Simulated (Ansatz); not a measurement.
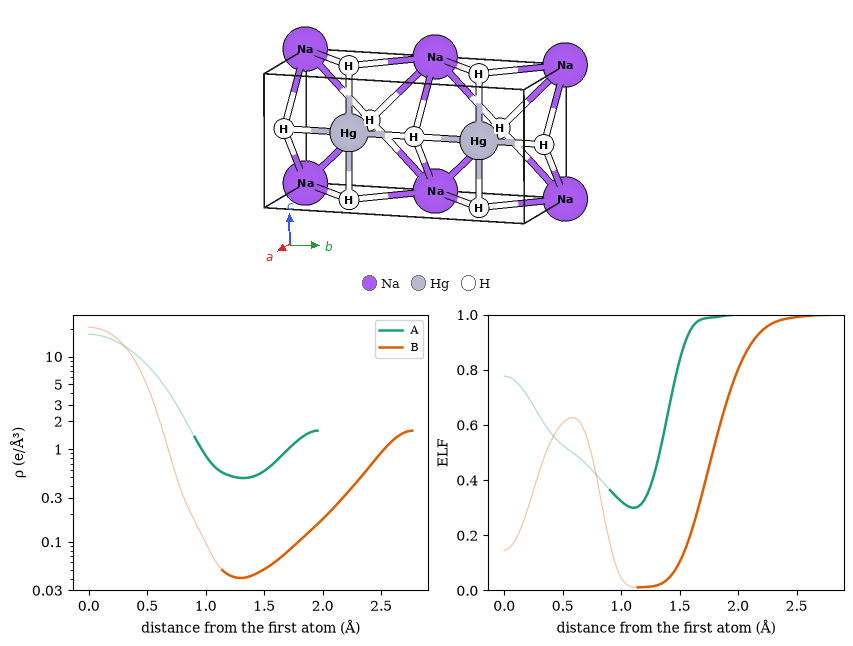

The picture shows: NaHgH3. Valence charge density (pseudo) and electron localisation function along straight lines between neighbouring atoms. Thin, pale parts lie inside the atomic spheres. The structure is drawn too.

Space group C2/m; a structure from a database of computed crystals, not necessarily the ambient phase; started from the KZnF3-221 prototype, which need not be the ambient phase; changed on purpose from its base cell (shaken).

Theory: Ansatz 0.2.0, DFT, PBEsol, plane waves, PAW.

The density is the valence pseudo-density of a PAW calculation; it isn't the true density close to the nuclei.

The calculation's input:

```
crystal:
  lattice:
    - [3.9767820746, 0.0117166332, 0.0014353847]
    - [0.0234332664, 7.7441218216, -0.0017104336]
    - [0.0014353847, -0.0008552168, 3.9120179133]
  atoms:
    - { symbol: Na, position: [0.0607660055, 0.0147257964, 0.0144338077] }
    - { symbol: Hg, position: [0.5365420255, 0.2290147468, 0.5470213048] }
    - { symbol: H, position: [0.0867007171, 0.2309089578, 0.5032823288] }
    - { symbol: H, position: [0.4801701526, 0.009940483, 0.4805465453] }
    - { symbol: H, position: [0.5190046896, 0.2467335587, -0.0638397376] }
    - { symbol: Na, position: [-0.0028790977, 0.5129897171, 0.0178854742] }
    - { symbol: Hg, position: [0.4833340494, 0.7326427118, 0.5340388069] }
    - { symbol: H, position: [0.03605883, 0.7639531495, 0.4534539892] }
    - { symbol: H, position: [0.4989586018, 0.4859233571, 0.5068098541] }
    - { symbol: H, position: [0.4970982331, 0.7608695427, 0.0036061995] }
kpoints:
  mp_grid: { grid: [4, 2, 4] }
hamiltonian:
  xc: pbesol
scf:
  occupations: { method: fermi_dirac, width: 0.05 }
relax:
  f_tol: 0.01
  cell: {}
  max_steps: 120
output:
  write_density: true
  write_potential: true
  elf: true
  volumetric_format: npy
```

Command:

```sh
ansatz run input.yaml --threads 2 --pin off --max-ram 2211MiB --backend cpu --events-out ev --progress --plain --runs-dir out
```

The fields are those of the run's last geometry, not of the input's.

Q: Which curve belongs to which contact (Hg–H and Na–H)? The first atom named is at distance zero.

A: Curve A: Hg–H (1.96 Å): ρ is about 0.94 e/Å³ halfway; the ELF climbs to about 1 towards the hydrogen. Curve B: Na–H (2.77 Å): the density is about 0.04 e/Å³ at the midpoint; the ELF climbs to about 1 towards the hydrogen: an ionic contact to a hydride ion.
